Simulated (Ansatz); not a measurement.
# Run report: CH$_{7}$NO$_{2}$Si$_{2}$, molecular dynamics (part 1 of 3)

CH$_{7}$NO$_{2}$Si$_{2}$, computed with RKS BHLYP-D4/STO-3G (Ansatz 0.2.0).

It belongs to a series of runs on one base structure; here: dynamics from the last frame of an earlier run. Figures and captions count atoms from 1; the log counts them from 0 in places.

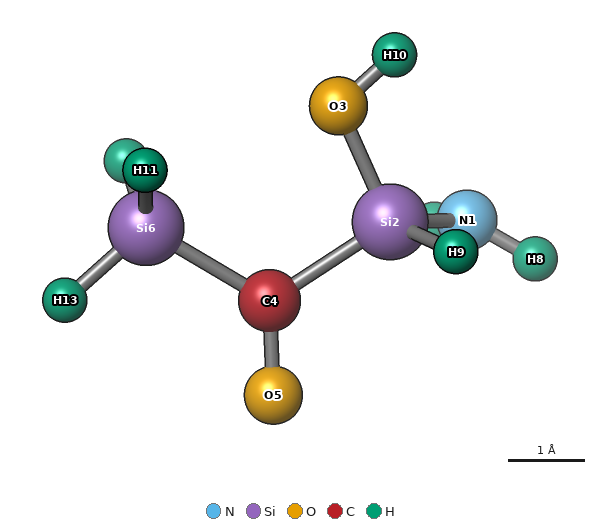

Fig. 1: The structure as given in the input (ball-and-stick view, seen at a tilt; atoms are numbered from 1 in the order of the input).

Results in brief

- outcome: finished
- mean temperature over the second half: 182 K
- trajectory: 400 steps, 200 fs
- ensemble: nve
- temperature in the input: 300.0 K
- time step: 0.5 fs
- potential energy (last step): −22215.1452 eV
- mean-field energy (last step): −22214.7416 eV
- largest force (length of the vector) (last step): 2.368 eV/Å
- hardware: 1 thread of Arm Neoverse V1, 24 GiB of memory available, shared host
- wall time: 16 min
- peak memory: 0.1 GiB

Notes

So short a trajectory is not equilibrated.

Input
```yaml
crystal:
  periodic: [false, false, false]
  atoms:
    - { symbol: "N", position_ang: [0.717019, -1.473407, -1.761991] }
    - { symbol: Si, position_ang: [0.641296, -0.934928, -0.143061] }
    - { symbol: O, position_ang: [1.567761, 0.464648, 0.011707] }
    - { symbol: C, position_ang: [-1.020168, -0.275585, 0.499972] }
    - { symbol: O, position_ang: [-2.018363, -1.027205, 0.590315] }
    - { symbol: Si, position_ang: [-1.030442, 1.53804, 1.061395] }
    - { symbol: H, position_ang: [0.138598, -0.996554, -2.474187] }
    - { symbol: H, position_ang: [0.775871, -2.4839, -1.971233] }
    - { symbol: H, position_ang: [1.143917, -2.044533, 0.650978] }
    - { symbol: H, position_ang: [2.491684, 0.268662, -0.314478] }
    - { symbol: H, position_ang: [-0.031401, 1.775298, 2.064196] }
    - { symbol: H, position_ang: [-0.84484, 2.461203, -0.039916] }
    - { symbol: H, position_ang: [-2.31325, 1.809509, 1.647715] }
basis:
  gaussian: { orbitals: STO-3G }
hamiltonian:
  xc: { name: BHLYP }
  dispersion: d4
md:
  timestep: 0.5
  n_steps: 400
  ensemble: nve
  temperature: 300.0
  initial_velocities: maxwell_boltzmann
  seed: 403785
  masses: [{ species: H, mass: 2.014 }]
scf:
  lower_state_search: "off"
```

Launched with:
```bash
ansatz run input.yaml --threads 1 --pin off --max-ram 2048MiB --backend cpu --events-out ev --progress --plain --runs-dir out
```

What the program printed
```
Engine: ansatz 0.2.0, aarch64-unknown-linux-gnu
Functional definition: BHLYP
  parameter a = 0.5
  exchange = (1 - a)*b88_x + a*exact_x
  correlation = lyp_c
these checks for a lower state are left out or cut short: stability, starts, cluster_reference, orbital_swaps, neighbouring_geometries, increment
630 factors; integrals over basis functions are off by at most 1.2e-5 eV
mean field evaluation 1: about -22209.7249 eV, gradient 4.0e1 eV
mean field evaluation 2: about -22207.1062 eV, gradient 5.6e1 eV
mean field evaluation 4: about -22214.8690 eV, gradient 2.0e0 eV
mean field evaluation 8: about -22214.9040 eV, gradient 1.3e-1 eV
mean field evaluation 16: about -22214.9041 eV, gradient 4.5e-5 eV
mean field -22214.90408334 eV, -816.3826672599 hartree, gradient 2.9e-6 eV, S^2 0.000000; 0 other end points of the search recorded, 0 dependent functions left out
the calculation of the forces begins
reference -22214.90423193 eV, -816.3826727206 hartree; 32, 32 occupied and 13, 13 virtual orbitals, 630 factors
md step     0: t =     0.00 fs  T =   300.0 K  F+E_penalty+E_count = -22215.31230908 eV  E_kin = 0.426558 eV  conserved = -22214.88575108 eV  (16 SCF iters)
these checks for a lower state are left out or cut short: stability, starts, cluster_reference, orbital_swaps, neighbouring_geometries, increment
630 factors; integrals over basis functions are off by at most 1.2e-5 eV
mean field -22214.89960438 eV, -816.3825026610 hartree, gradient 2.2e-6 eV, S^2 0.000000; 0 other end points of the search recorded, 0 dependent functions left out
the calculation of the forces begins
reference -22214.89975298 eV, -816.3825081222 hartree; 32, 32 occupied and 13, 13 virtual orbitals, 630 factors
md step     1: t =     0.50 fs  T =   296.7 K  F+E_penalty+E_count = -22215.30762509 eV  E_kin = 0.421911 eV  conserved = -22214.88571391 eV  (23 SCF iters)
[... from here on the SCF iterations and repeated set-up lines of each step are left out, up to the last step ...]
md step     2: t =     1.00 fs  T =   288.5 K  F+E_penalty+E_count = -22215.29585044 eV  E_kin = 0.410213 eV  conserved = -22214.88563764 eV  (23 SCF iters)
md step     3: t =     1.50 fs  T =   276.2 K  F+E_penalty+E_count = -22215.27818271 eV  E_kin = 0.392654 eV  conserved = -22214.88552916 eV  (23 SCF iters)
md step     4: t =     2.00 fs  T =   260.9 K  F+E_penalty+E_count = -22215.25634046 eV  E_kin = 0.370942 eV  conserved = -22214.88539894 eV  (23 SCF iters)
md step     5: t =     2.50 fs  T =   244.1 K  F+E_penalty+E_count = -22215.23239076 eV  E_kin = 0.347129 eV  conserved = -22214.88526149 eV  (23 SCF iters)
md step     6: t =     3.00 fs  T =   227.4 K  F+E_penalty+E_count = -22215.20851110 eV  E_kin = 0.323376 eV  conserved = -22214.88513502 eV  (23 SCF iters)
md step     7: t =     3.50 fs  T =   212.2 K  F+E_penalty+E_count = -22215.18670563 eV  E_kin = 0.301668 eV  conserved = -22214.88503745 eV  (23 SCF iters)
md step     8: t =     4.00 fs  T =   199.4 K  F+E_penalty+E_count = -22215.16852255 eV  E_kin = 0.283540 eV  conserved = -22214.88498279 eV  (17 SCF iters)
md step     9: t =     4.50 fs  T =   189.8 K  F+E_penalty+E_count = -22215.15482889 eV  E_kin = 0.269850 eV  conserved = -22214.88497865 eV  (17 SCF iters)
md step    10: t =     5.00 fs  T =   183.3 K  F+E_penalty+E_count = -22215.14569265 eV  E_kin = 0.260669 eV  conserved = -22214.88502375 eV  (17 SCF iters)
md step    11: t =     5.50 fs  T =   179.6 K  F+E_penalty+E_count = -22215.14040344 eV  E_kin = 0.255295 eV  conserved = -22214.88510822 eV  (17 SCF iters)
md step    12: t =     6.00 fs  T =   177.5 K  F+E_penalty+E_count = -22215.13762800 eV  E_kin = 0.252412 eV  conserved = -22214.88521610 eV  (17 SCF iters)
md step    13: t =     6.50 fs  T =   176.1 K  F+E_penalty+E_count = -22215.13566670 eV  E_kin = 0.250338 eV  conserved = -22214.88532827 eV  (17 SCF iters)
md step    14: t =     7.00 fs  T =   174.0 K  F+E_penalty+E_count = -22215.13276241 eV  E_kin = 0.247337 eV  conserved = -22214.88542507 eV  (17 SCF iters)
md step    15: t =     7.50 fs  T =   170.1 K  F+E_penalty+E_count = -22215.12741168 eV  E_kin = 0.241922 eV  conserved = -22214.88548921 eV  (16 SCF iters)
md step    16: t =     8.00 fs  T =   164.0 K  F+E_penalty+E_count = -22215.11863479 eV  E_kin = 0.233126 eV  conserved = -22214.88550878 eV  (17 SCF iters)
md step    17: t =     8.50 fs  T =   155.2 K  F+E_penalty+E_count = -22215.10616756 eV  E_kin = 0.220690 eV  conserved = -22214.88547778 eV  (17 SCF iters)
md step    18: t =     9.00 fs  T =   144.3 K  F+E_penalty+E_count = -22215.09055320 eV  E_kin = 0.205156 eV  conserved = -22214.88539754 eV  (17 SCF iters)
md step    19: t =     9.50 fs  T =   132.1 K  F+E_penalty+E_count = -22215.07311491 eV  E_kin = 0.187838 eV  conserved = -22214.88527727 eV  (16 SCF iters)
md step    20: t =    10.00 fs  T =   120.0 K  F+E_penalty+E_count = -22215.05580223 eV  E_kin = 0.170668 eV  conserved = -22214.88513375 eV  (16 SCF iters)
md step    21: t =    10.50 fs  T =   109.7 K  F+E_penalty+E_count = -22215.04091972 eV  E_kin = 0.155930 eV  conserved = -22214.88498952 eV  (15 SCF iters)
md step    22: t =    11.00 fs  T =   102.6 K  F+E_penalty+E_count = -22215.03076880 eV  E_kin = 0.145899 eV  conserved = -22214.88486931 eV  (16 SCF iters)
md step    23: t =    11.50 fs  T =   100.2 K  F+E_penalty+E_count = -22215.02725832 eV  E_kin = 0.142463 eV  conserved = -22214.88479543 eV  (16 SCF iters)
md step    24: t =    12.00 fs  T =   103.2 K  F+E_penalty+E_count = -22215.03155720 eV  E_kin = 0.146774 eV  conserved = -22214.88478277 eV  (16 SCF iters)
md step    25: t =    12.50 fs  T =   111.8 K  F+E_penalty+E_count = -22215.04386489 eV  E_kin = 0.159030 eV  conserved = -22214.88483532 eV  (16 SCF iters)
md step    26: t =    13.00 fs  T =   125.5 K  F+E_penalty+E_count = -22215.06335377 eV  E_kin = 0.178410 eV  conserved = -22214.88494405 eV  (16 SCF iters)
md step    27: t =    13.50 fs  T =   142.9 K  F+E_penalty+E_count = -22215.08830319 eV  E_kin = 0.203212 eV  conserved = -22214.88509120 eV  (16 SCF iters)
md step    28: t =    14.00 fs  T =   162.6 K  F+E_penalty+E_count = -22215.11638465 eV  E_kin = 0.231132 eV  conserved = -22214.88525263 eV  (16 SCF iters)
md step    29: t =    14.50 fs  T =   182.6 K  F+E_penalty+E_count = -22215.14503504 eV  E_kin = 0.259631 eV  conserved = -22214.88540453 eV  (23 SCF iters)
md step    30: t =    15.00 fs  T =   201.4 K  F+E_penalty+E_count = -22215.17182719 eV  E_kin = 0.286299 eV  conserved = -22214.88552815 eV  (23 SCF iters)
md step    31: t =    15.50 fs  T =   217.4 K  F+E_penalty+E_count = -22215.19476606 eV  E_kin = 0.309154 eV  conserved = -22214.88561207 eV  (23 SCF iters)
md step    32: t =    16.00 fs  T =   229.9 K  F+E_penalty+E_count = -22215.21247157 eV  E_kin = 0.326819 eV  conserved = -22214.88565303 eV  (23 SCF iters)
md step    33: t =    16.50 fs  T =   238.1 K  F+E_penalty+E_count = -22215.22424132 eV  E_kin = 0.338589 eV  conserved = -22214.88565270 eV  (23 SCF iters)
md step    34: t =    17.00 fs  T =   242.2 K  F+E_penalty+E_count = -22215.23002278 eV  E_kin = 0.344405 eV  conserved = -22214.88561791 eV  (23 SCF iters)
md step    35: t =    17.50 fs  T =   242.5 K  F+E_penalty+E_count = -22215.23031970 eV  E_kin = 0.344763 eV  conserved = -22214.88555691 eV  (23 SCF iters)
md step    36: t =    18.00 fs  T =   239.5 K  F+E_penalty+E_count = -22215.22606804 eV  E_kin = 0.340590 eV  conserved = -22214.88547792 eV  (23 SCF iters)
md step    37: t =    18.50 fs  T =   234.3 K  F+E_penalty+E_count = -22215.21850111 eV  E_kin = 0.333111 eV  conserved = -22214.88539004 eV  (22 SCF iters)
md step    38: t =    19.00 fs  T =   227.7 K  F+E_penalty+E_count = -22215.20900783 eV  E_kin = 0.323707 eV  conserved = -22214.88530098 eV  (22 SCF iters)
md step    39: t =    19.50 fs  T =   220.7 K  F+E_penalty+E_count = -22215.19899613 eV  E_kin = 0.313777 eV  conserved = -22214.88521961 eV  (23 SCF iters)
md step    40: t =    20.00 fs  T =   214.2 K  F+E_penalty+E_count = -22215.18975397 eV  E_kin = 0.304600 eV  conserved = -22214.88515401 eV  (22 SCF iters)
md step    41: t =    20.50 fs  T =   209.0 K  F+E_penalty+E_count = -22215.18231813 eV  E_kin = 0.297207 eV  conserved = -22214.88511130 eV  (22 SCF iters)
md step    42: t =    21.00 fs  T =   205.5 K  F+E_penalty+E_count = -22215.17735675 eV  E_kin = 0.292260 eV  conserved = -22214.88509725 eV  (22 SCF iters)
md step    43: t =    21.50 fs  T =   203.9 K  F+E_penalty+E_count = -22215.17507763 eV  E_kin = 0.289963 eV  conserved = -22214.88511509 eV  (22 SCF iters)
md step    44: t =    22.00 fs  T =   204.0 K  F+E_penalty+E_count = -22215.17517769 eV  E_kin = 0.290013 eV  conserved = -22214.88516426 eV  (22 SCF iters)
md step    45: t =    22.50 fs  T =   205.1 K  F+E_penalty+E_count = -22215.17685043 eV  E_kin = 0.291609 eV  conserved = -22214.88524102 eV  (22 SCF iters)
md step    46: t =    23.00 fs  T =   206.4 K  F+E_penalty+E_count = -22215.17885721 eV  E_kin = 0.293521 eV  conserved = -22214.88533591 eV  (22 SCF iters)
md step    47: t =    23.50 fs  T =   206.9 K  F+E_penalty+E_count = -22215.17967446 eV  E_kin = 0.294238 eV  conserved = -22214.88543656 eV  (22 SCF iters)
md step    48: t =    24.00 fs  T =   205.5 K  F+E_penalty+E_count = -22215.17770136 eV  E_kin = 0.292175 eV  conserved = -22214.88552671 eV  (22 SCF iters)
md step    49: t =    24.50 fs  T =   201.1 K  F+E_penalty+E_count = -22215.17151692 eV  E_kin = 0.285928 eV  conserved = -22214.88558928 eV  (22 SCF iters)
md step    50: t =    25.00 fs  T =   193.1 K  F+E_penalty+E_count = -22215.16014992 eV  E_kin = 0.274541 eV  conserved = -22214.88560910 eV  (23 SCF iters)
md step    51: t =    25.50 fs  T =   181.3 K  F+E_penalty+E_count = -22215.14331839 eV  E_kin = 0.257743 eV  conserved = -22214.88557557 eV  (23 SCF iters)
md step    52: t =    26.00 fs  T =   166.1 K  F+E_penalty+E_count = -22215.12159083 eV  E_kin = 0.236105 eV  conserved = -22214.88548620 eV  (23 SCF iters)
md step    53: t =    26.50 fs  T =   148.4 K  F+E_penalty+E_count = -22215.09642134 eV  E_kin = 0.211073 eV  conserved = -22214.88534848 eV  (23 SCF iters)
md step    54: t =    27.00 fs  T =   130.0 K  F+E_penalty+E_count = -22215.07002883 eV  E_kin = 0.184850 eV  conserved = -22214.88517877 eV  (23 SCF iters)
md step    55: t =    27.50 fs  T =   112.6 K  F+E_penalty+E_count = -22215.04512345 eV  E_kin = 0.160121 eV  conserved = -22214.88500260 eV  (16 SCF iters)
md step    56: t =    28.00 fs  T =    98.2 K  F+E_penalty+E_count = -22215.02450591 eV  E_kin = 0.139657 eV  conserved = -22214.88484899 eV  (16 SCF iters)
md step    57: t =    28.50 fs  T =    88.5 K  F+E_penalty+E_count = -22215.01061217 eV  E_kin = 0.125867 eV  conserved = -22214.88474479 eV  (16 SCF iters)
md step    58: t =    29.00 fs  T =    84.7 K  F+E_penalty+E_count = -22215.00509185 eV  E_kin = 0.120383 eV  conserved = -22214.88470879 eV  (16 SCF iters)
md step    59: t =    29.50 fs  T =    87.0 K  F+E_penalty+E_count = -22215.00851412 eV  E_kin = 0.123766 eV  conserved = -22214.88474803 eV  (16 SCF iters)
md step    60: t =    30.00 fs  T =    95.2 K  F+E_penalty+E_count = -22215.02026763 eV  E_kin = 0.135414 eV  conserved = -22214.88485352 eV  (16 SCF iters)
md step    61: t =    30.50 fs  T =   108.1 K  F+E_penalty+E_count = -22215.03868932 eV  E_kin = 0.153684 eV  conserved = -22214.88500502 eV  (17 SCF iters)
md step    62: t =    31.00 fs  T =   123.9 K  F+E_penalty+E_count = -22215.06138380 eV  E_kin = 0.176209 eV  conserved = -22214.88517438 eV  (17 SCF iters)
md step    63: t =    31.50 fs  T =   140.9 K  F+E_penalty+E_count = -22215.08566308 eV  E_kin = 0.200331 eV  conserved = -22214.88533248 eV  (17 SCF iters)
md step    64: t =    32.00 fs  T =   157.2 K  F+E_penalty+E_count = -22215.10900325 eV  E_kin = 0.223548 eV  conserved = -22214.88545540 eV  (16 SCF iters)
md step    65: t =    32.50 fs  T =   171.5 K  F+E_penalty+E_count = -22215.12942257 eV  E_kin = 0.243894 eV  conserved = -22214.88552897 eV  (16 SCF iters)
md step    66: t =    33.00 fs  T =   183.0 K  F+E_penalty+E_count = -22215.14571292 eV  E_kin = 0.260164 eV  conserved = -22214.88554896 eV  (16 SCF iters)
md step    67: t =    33.50 fs  T =   191.3 K  F+E_penalty+E_count = -22215.15750503 eV  E_kin = 0.271983 eV  conserved = -22214.88552176 eV  (16 SCF iters)
md step    68: t =    34.00 fs  T =   196.7 K  F+E_penalty+E_count = -22215.16517732 eV  E_kin = 0.279717 eV  conserved = -22214.88546042 eV  (16 SCF iters)
md step    69: t =    34.50 fs  T =   199.9 K  F+E_penalty+E_count = -22215.16965638 eV  E_kin = 0.284275 eV  conserved = -22214.88538122 eV  (16 SCF iters)
md step    70: t =    35.00 fs  T =   201.8 K  F+E_penalty+E_count = -22215.17216424 eV  E_kin = 0.286864 eV  conserved = -22214.88530012 eV  (23 SCF iters)
md step    71: t =    35.50 fs  T =   203.1 K  F+E_penalty+E_count = -22215.17396721 eV  E_kin = 0.288737 eV  conserved = -22214.88523002 eV  (23 SCF iters)
md step    72: t =    36.00 fs  T =   204.7 K  F+E_penalty+E_count = -22215.17617032 eV  E_kin = 0.290991 eV  conserved = -22214.88517960 eV  (23 SCF iters)
md step    73: t =    36.50 fs  T =   207.1 K  F+E_penalty+E_count = -22215.17958162 eV  E_kin = 0.294429 eV  conserved = -22214.88515261 eV  (23 SCF iters)
md step    74: t =    37.00 fs  T =   210.6 K  F+E_penalty+E_count = -22215.18465305 eV  E_kin = 0.299506 eV  conserved = -22214.88514742 eV  (23 SCF iters)
md step    75: t =    37.50 fs  T =   215.4 K  F+E_penalty+E_count = -22215.19149181 eV  E_kin = 0.306331 eV  conserved = -22214.88516082 eV  (23 SCF iters)
md step    76: t =    38.00 fs  T =   221.3 K  F+E_penalty+E_count = -22215.19991232 eV  E_kin = 0.314724 eV  conserved = -22214.88518819 eV  (23 SCF iters)
md step    77: t =    38.50 fs  T =   228.1 K  F+E_penalty+E_count = -22215.20950606 eV  E_kin = 0.324280 eV  conserved = -22214.88522573 eV  (23 SCF iters)
md step    78: t =    39.00 fs  T =   235.2 K  F+E_penalty+E_count = -22215.21970063 eV  E_kin = 0.334429 eV  conserved = -22214.88527123 eV  (23 SCF iters)
md step    79: t =    39.50 fs  T =   242.3 K  F+E_penalty+E_count = -22215.22979326 eV  E_kin = 0.344469 eV  conserved = -22214.88532434 eV  (24 SCF iters)
md step    80: t =    40.00 fs  T =   248.7 K  F+E_penalty+E_count = -22215.23895918 eV  E_kin = 0.353574 eV  conserved = -22214.88538551 eV  (24 SCF iters)
md step    81: t =    40.50 fs  T =   253.8 K  F+E_penalty+E_count = -22215.24625220 eV  E_kin = 0.360800 eV  conserved = -22214.88545233 eV  (24 SCF iters)
md step    82: t =    41.00 fs  T =   256.8 K  F+E_penalty+E_count = -22215.25063607 eV  E_kin = 0.365116 eV  conserved = -22214.88552053 eV  (24 SCF iters)
md step    83: t =    41.50 fs  T =   257.0 K  F+E_penalty+E_count = -22215.25106687 eV  E_kin = 0.365487 eV  conserved = -22214.88557991 eV  (24 SCF iters)
md step    84: t =    42.00 fs  T =   253.9 K  F+E_penalty+E_count = -22215.24665087 eV  E_kin = 0.361034 eV  conserved = -22214.88561697 eV  (24 SCF iters)
md step    85: t =    42.50 fs  T =   247.0 K  F+E_penalty+E_count = -22215.23685455 eV  E_kin = 0.351236 eV  conserved = -22214.88561891 eV  (24 SCF iters)
md step    86: t =    43.00 fs  T =   236.4 K  F+E_penalty+E_count = -22215.22171230 eV  E_kin = 0.336138 eV  conserved = -22214.88557405 eV  (24 SCF iters)
md step    87: t =    43.50 fs  T =   222.6 K  F+E_penalty+E_count = -22215.20197799 eV  E_kin = 0.316496 eV  conserved = -22214.88548211 eV  (24 SCF iters)
md step    88: t =    44.00 fs  T =   206.6 K  F+E_penalty+E_count = -22215.17913626 eV  E_kin = 0.293784 eV  conserved = -22214.88535237 eV  (24 SCF iters)
md step    89: t =    44.50 fs  T =   189.9 K  F+E_penalty+E_count = -22215.15525523 eV  E_kin = 0.270051 eV  conserved = -22214.88520378 eV  (23 SCF iters)
md step    90: t =    45.00 fs  T =   174.2 K  F+E_penalty+E_count = -22215.13268687 eV  E_kin = 0.247625 eV  conserved = -22214.88506176 eV  (23 SCF iters)
md step    91: t =    45.50 fs  T =   160.9 K  F+E_penalty+E_count = -22215.11367163 eV  E_kin = 0.228720 eV  conserved = -22214.88495209 eV  (17 SCF iters)
md step    92: t =    46.00 fs  T =   151.2 K  F+E_penalty+E_count = -22215.09993611 eV  E_kin = 0.215041 eV  conserved = -22214.88489510 eV  (16 SCF iters)
md step    93: t =    46.50 fs  T =   145.9 K  F+E_penalty+E_count = -22215.09237697 eV  E_kin = 0.207477 eV  conserved = -22214.88490038 eV  (16 SCF iters)
md step    94: t =    47.00 fs  T =   144.8 K  F+E_penalty+E_count = -22215.09090749 eV  E_kin = 0.205942 eV  conserved = -22214.88496560 eV  (17 SCF iters)
md step    95: t =    47.50 fs  T =   147.3 K  F+E_penalty+E_count = -22215.09449795 eV  E_kin = 0.209422 eV  conserved = -22214.88507586 eV  (16 SCF iters)
md step    96: t =    48.00 fs  T =   152.1 K  F+E_penalty+E_count = -22215.10140258 eV  E_kin = 0.216195 eV  conserved = -22214.88520806 eV  (17 SCF iters)
md step    97: t =    48.50 fs  T =   157.7 K  F+E_penalty+E_count = -22215.10951723 eV  E_kin = 0.224180 eV  conserved = -22214.88533691 eV  (17 SCF iters)
md step    98: t =    49.00 fs  T =   162.7 K  F+E_penalty+E_count = -22215.11678647 eV  E_kin = 0.231349 eV  conserved = -22214.88543754 eV  (16 SCF iters)
md step    99: t =    49.50 fs  T =   166.0 K  F+E_penalty+E_count = -22215.12158687 eV  E_kin = 0.236094 eV  conserved = -22214.88549310 eV  (16 SCF iters)
md step   100: t =    50.00 fs  T =   167.0 K  F+E_penalty+E_count = -22215.12300510 eV  E_kin = 0.237510 eV  conserved = -22214.88549495 eV  (16 SCF iters)
md step   101: t =    50.50 fs  T =   165.6 K  F+E_penalty+E_count = -22215.12097459 eV  E_kin = 0.235529 eV  conserved = -22214.88544520 eV  (16 SCF iters)
md step   102: t =    51.00 fs  T =   162.4 K  F+E_penalty+E_count = -22215.11624640 eV  E_kin = 0.230891 eV  conserved = -22214.88535541 eV  (17 SCF iters)
md step   103: t =    51.50 fs  T =   158.2 K  F+E_penalty+E_count = -22215.11020834 eV  E_kin = 0.224964 eV  conserved = -22214.88524467 eV  (16 SCF iters)
md step   104: t =    52.00 fs  T =   154.3 K  F+E_penalty+E_count = -22215.10458813 eV  E_kin = 0.219453 eV  conserved = -22214.88513517 eV  (16 SCF iters)
md step   105: t =    52.50 fs  T =   152.0 K  F+E_penalty+E_count = -22215.10110323 eV  E_kin = 0.216055 eV  conserved = -22214.88504791 eV  (17 SCF iters)
md step   106: t =    53.00 fs  T =   152.0 K  F+E_penalty+E_count = -22215.10112890 eV  E_kin = 0.216131 eV  conserved = -22214.88499805 eV  (17 SCF iters)
```
